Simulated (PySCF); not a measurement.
# C₈H₆, SMILES `C1=CC2=CC=CC2=C1`: electronic structure

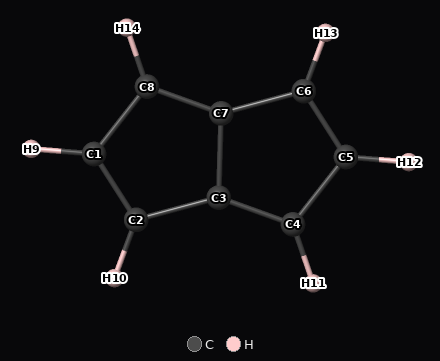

The molecule, with its atoms numbered as below. No frequency check shows the geometry to be a minimum.

Geometry (Å), atoms numbered from 1:

```
C1       2.1476   -0.0454    0.0000
C2       1.4399    1.0990    0.0000
C3       0.0275    0.7278    0.0000
C4      -1.2339    1.2023    0.0000
C5      -2.1476    0.0454    0.0000
C6      -1.4399   -1.0990    0.0000
C7      -0.0275   -0.7278    0.0000
C8       1.2339   -1.2023    0.0000
H9       3.2182   -0.1440    0.0000
H10      1.8187    2.1037    0.0000
H11     -1.5687    2.2250    0.0000
H12     -3.2182    0.1440    0.0000
H13     -1.8187   -2.1037    0.0000
H14      1.5687   -2.2250    0.0000
```

## 1. Excited states

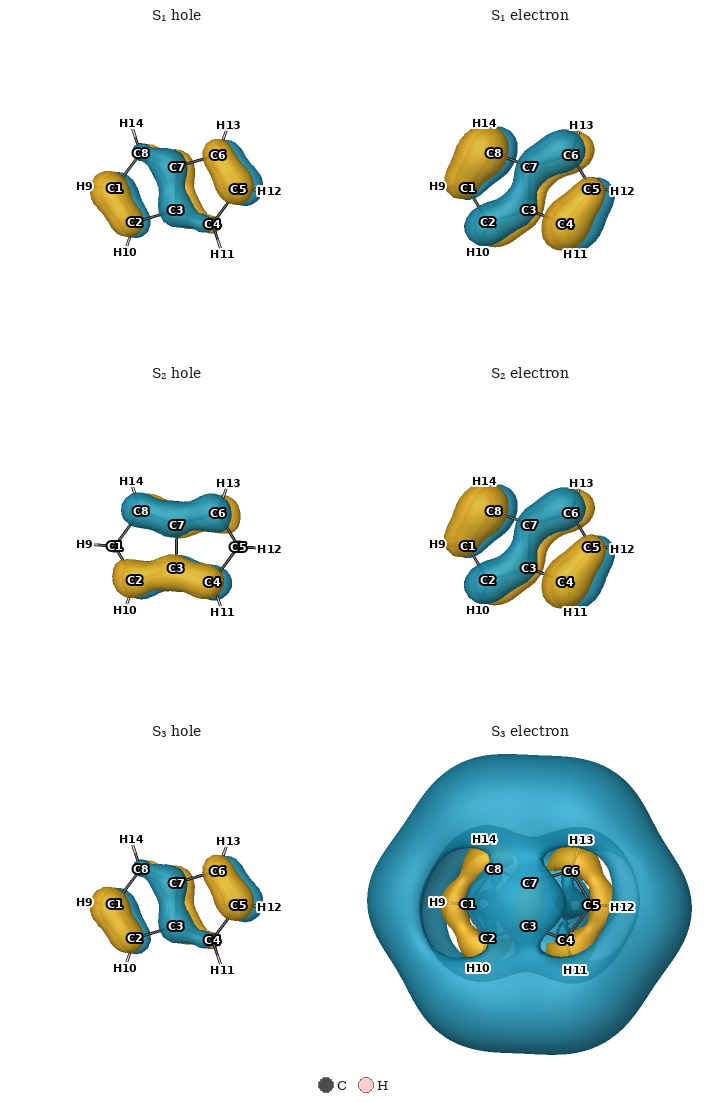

Leading natural transition orbitals (full linear response singlet states).

Method: B3LYP/6-31+G*; geometry: GFN2-xTB; program: PySCF. This is a single-reference result, which may miss multireference character in this system.

**Give the energy and character of each state.**

By state:
- S₁: 1.50 eV (826 nm), f = 0.000 (dark), π → π*; the leading pair carries 100 %; hole on C1 and C5 (17 % each), C3 and C7 (13 % each) and C2 and C6 (12 % each), electron on C4 and C8 (18 % each), C2 and C6 (11 % each) and C1, C3, C5 and C7 (9 % each); their centroids lie 0.0 Å apart.
- S₂: 3.72 eV (334 nm), f = 0.102 (bright), π → π*; the leading pair carries 96 %; hole on C3 and C7 (16 % each), C2 and C6 (15 % each) and C4 and C8 (13 % each), electron on C4 and C8 (18 % each), C2 and C6 (11 % each) and C1, C3, C5 and C7 (9 % each); their centroids lie 0.0 Å apart.
- S₃: 4.93 eV (251 nm), f = 0.007, π → diffuse (Rydberg-like) orbital; the leading pair carries 100 %; hole on C1 and C5 (17 % each), C2, C3, C6 and C7 (12 % each) and C4 and C8 (6 % each), electron on C2, C4, C6 and C8 (10 % each), C1 and C5 (8 % each) and H10, H11, H13 and H14 (6 % each) (atom shares of so diffuse an orbital are rough); their centroids lie 0.0 Å apart; S₄ and S₅ lie within 0.1 eV of it.

## 2. Removing or adding an electron

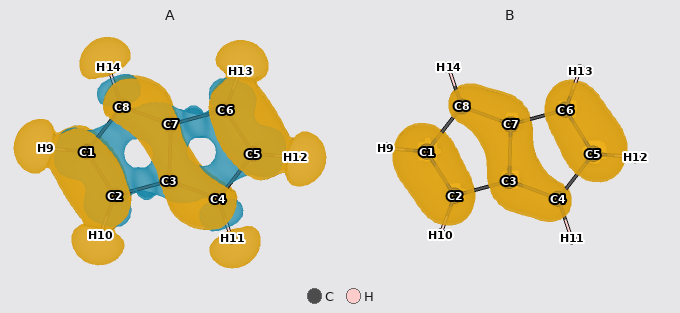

The Fukui function f⁻ from two separate SCF calculations and the density of the HOMO, at ±0.01 e/Å³ (yellow positive, teal negative).

Computed with PySCF, ωB97X/6-31+G*, geometry: GFN2-xTB.

**Which panel is which, and how good is the frozen-orbital picture?**

A is f⁻ (it has negative regions), B the HOMO density. The HOMO lies on C1 and C5 (16 % each), C2 and C6 (13 % each) and C3 and C7 (12 % each); f⁻ (Hirshfeld-condensed) is largest on C1 and C5 (0.11 each), C2 and C6 (0.10 each) and C4 and C8 (0.08 each); the vertical ionisation energy is 7.59 eV (the stability of the cation's solution wasn't checked). Relaxation shifts 26 % of the electron between atoms. The orbital energy is −7.79 eV.

## 3. The π system

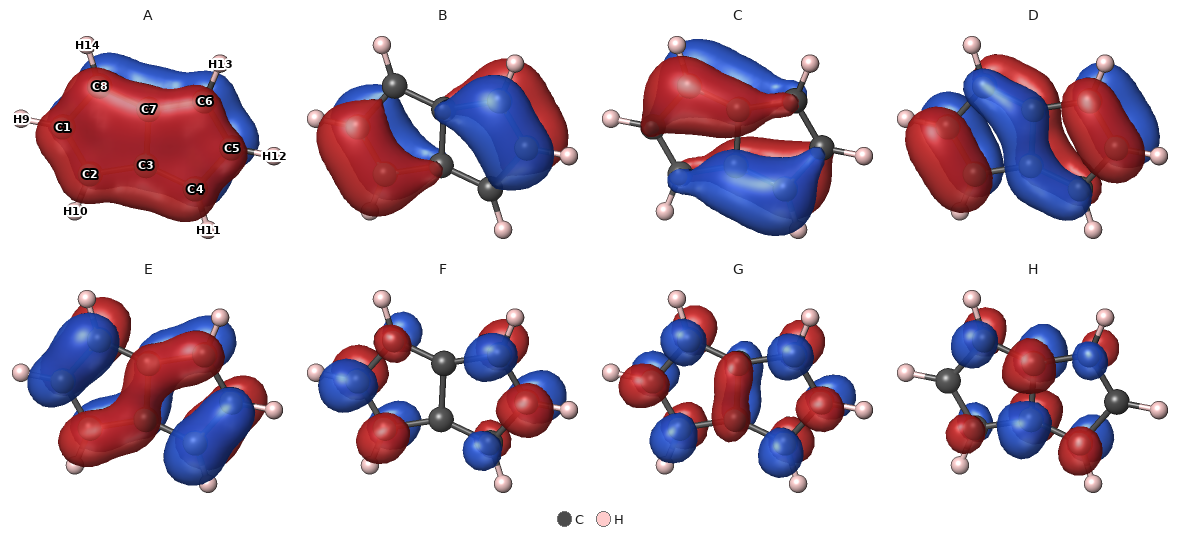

Natural orbitals of the π active space, CASSCF(8,8), singlet state, in order of falling occupation.

PySCF calculation, def2-SVP basis, gas phase; geometry: GFN2-xTB.

**What are the natural occupation numbers?**

A 1.95, B 1.92, C 1.89, D 1.85, E 0.19, F 0.08, G 0.06, H 0.06.

**How multiconfigurational is the state?**

The leading determinant weighs 0.81; the effective number of unpaired electrons, Σ n²(2−n)², is 0.32; the most occupied of the weakly occupied orbitals holds 0.19 e, some diradical character. The active space lowers the energy by 3.10 eV against Hartree–Fock.

**Where does the lowest triplet lie relative to the singlet, at this geometry and within this active space?**

1.15 eV above it by strongly contracted NEVPT2 (+1.64 eV by CASSCF); a small basis tends to put such gaps a few tenths of an eV too high. This is a vertical energy for π states alone; a state that uses lone pairs or σ orbitals may lie lower.

The PySCF runs shown took 8.5 min, 76 s and 37 s on 1 thread of Intel(R) Xeon(R) 6975P-C (Granite Rapids), with other jobs on the host.
